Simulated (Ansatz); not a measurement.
# MP2/aug-cc-pVDZ run of C2H5F (SMILES CCF)

What is the vertical electron affinity of C2H5F at MP2/aug-cc-pVDZ? 

Program for the calculation: Ansatz 0.2.0.

52 further runs of the same task are left out: 52 set aside as unsound or not needed.

**1. Starting point**

C2H5F has 8 atoms, charge 0, and is taken as a singlet. As SMILES, `CCF`. The shape is that of a PBE0-D4/def2-TZVP optimisation.

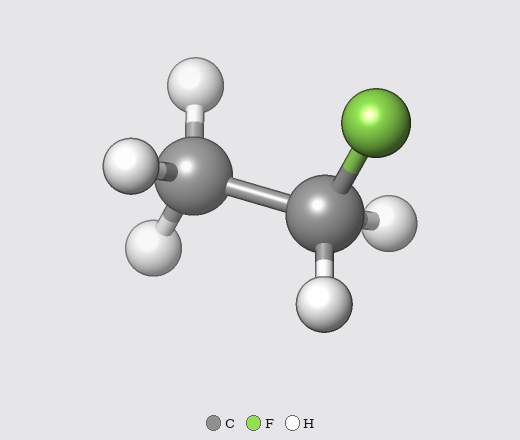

Viewed from a chosen angle; carbon grey, fluorine green, hydrogen white.

**2. The energy at MP2/aug-cc-pVDZ**

in.yaml

```yaml
crystal:
  periodic: [false, false, false]
  atoms:
    - {symbol: C, position_ang: [-0.431700, 0.566900, -0.264600]}
    - {symbol: C, position_ang: [0.378400, -0.599100, 0.230500]}
    - {symbol: F, position_ang: [1.663300, -0.186400, 0.546500]}
    - {symbol: H, position_ang: [-1.443900, 0.237400, -0.512600]}
    - {symbol: H, position_ang: [0.018600, 0.998500, -1.160400]}
    - {symbol: H, position_ang: [-0.500300, 1.343000, 0.499800]}
    - {symbol: H, position_ang: [0.464000, -1.381500, -0.529800]}
    - {symbol: H, position_ang: [-0.056300, -1.036000, 1.134800]}
basis:
  gaussian: {orbitals: aug-cc-pVDZ}
correlation: {method: mp2, frozen_orbitals: {C: 1, F: 1, H: 0}}
accuracy: high
```

On the command line:

```bash
$ ansatz run in.yaml --threads 1 --pin off --max-ram 3480MiB --events-out events.jsonl --progress --plain --runs-dir runs
```

Output:

```text
Warning: RAYON_NUM_THREADS=1 ignored (pool sized by the plan → 1); use --threads N
Functional definition: HF
  name "HF"
  exchange = exact_x
  correlation = 0
2297 factors; integrals over basis functions are off by at most 3.2e-9 eV
mean field evaluation 1: about -4844.3308 eV, gradient 2.9e1 eV
mean field evaluation 2: about -4844.3312 eV, gradient 2.9e1 eV
mean field evaluation 4: about -4846.4217 eV, gradient 2.9e0 eV
mean field evaluation 8: about -4846.4479 eV, gradient 1.2e-4 eV
mean field -4846.44787580 eV, -178.1036743953 hartree, gradient 1.5e-8 eV, S^2 0.000000; 0 other end points of the search recorded, 0 dependent functions left out
3 core orbitals not correlated: weight in the atoms' cores, before any rotation towards them, 1.000 or more for the frozen orbitals, at most 0.000 for the correlated occupied ones
reference -4846.44787580 eV, -178.1036743953 hartree; 10, 10 occupied and 101, 101 virtual orbitals, 2297 factors
second order -13.75174551 eV of doubles, -0.00000000 eV of singles
Total energy: -4860.19962131 eV, -178.6090417217 hartree
```

It took 3.6 s on 1 thread of Intel Xeon Platinum 8375C at 2.90GHz (Ice Lake), shared host; peak memory 0.35 GiB.

**3. The doublet anion**

molecule.yaml

```yaml
crystal:
  periodic: [false, false, false]
  atoms:
    - {symbol: C, position_ang: [-0.431700, 0.566900, -0.264600]}
    - {symbol: C, position_ang: [0.378400, -0.599100, 0.230500]}
    - {symbol: F, position_ang: [1.663300, -0.186400, 0.546500]}
    - {symbol: H, position_ang: [-1.443900, 0.237400, -0.512600]}
    - {symbol: H, position_ang: [0.018600, 0.998500, -1.160400]}
    - {symbol: H, position_ang: [-0.500300, 1.343000, 0.499800]}
    - {symbol: H, position_ang: [0.464000, -1.381500, -0.529800]}
    - {symbol: H, position_ang: [-0.056300, -1.036000, 1.134800]}
basis:
  gaussian:
    orbitals: aug-cc-pVDZ
correlation:
  method: mp2
  frozen_orbitals: {C: 1, F: 1, H: 0}
total_charge: -1
magnetization:
  spin_polarized: true
  initial_magnetization: 1
accuracy: high
```

On the command line:

```bash
$ ansatz run molecule.yaml --threads 1 --pin off --max-ram 3480MiB --events-out events.jsonl --progress --plain --runs-dir runs
```

Output, shortened:

```text
Warning: RAYON_NUM_THREADS=1 ignored (pool sized by the plan → 1); use --threads N
[... 2 set-up lines as earlier in the session ...]
[...]
2297 factors; integrals over basis functions are off by at most 3.2e-9 eV
[...]
mean field -4845.50314056 eV, -178.0689560155 hartree, gradient 5.3e-8 eV, S^2 0.750144; 12 other end points of the search recorded, 0 dependent functions left out
3 core orbitals not correlated: weight in the atoms' cores, before any rotation towards them, 1.000 or more for the frozen orbitals, at most 0.000 for the correlated occupied ones
reference -4845.50314056 eV, -178.0689560155 hartree; 11, 10 occupied and 100, 101 virtual orbitals, 2297 factors
second order -13.89468693 eV of doubles, -0.00000000 eV of singles
Total energy: -4859.39782749 eV, -178.5795763422 hartree
```

It took 18 s on 1 thread of Intel Xeon Platinum 8375C at 2.90GHz (Ice Lake), shared host; peak memory 0.43 GiB.

**4. Summary of results**

At MP2/aug-cc-pVDZ, 3 core orbitals frozen:

| quantity | value |
| --- | --- |
| singlet C2H5F: total energy | -178.60904 Eh |
| singlet C2H5F: correlation energy (3 core orbitals frozen) | -505.4 mEh |
| doublet anion: total energy | -178.57958 Eh |
| doublet anion: correlation energy (3 core orbitals frozen) | -510.6 mEh |
| doublet anion: ⟨S²⟩ of the reference determinant | 0.750 |
| vertical electron affinity (to the doublet anion) | -0.802 eV |

What this shows: The anion lies 0.80 eV (77.4 kJ/mol) above the neutral: the electron isn't bound at this level, and such a value depends on the basis.
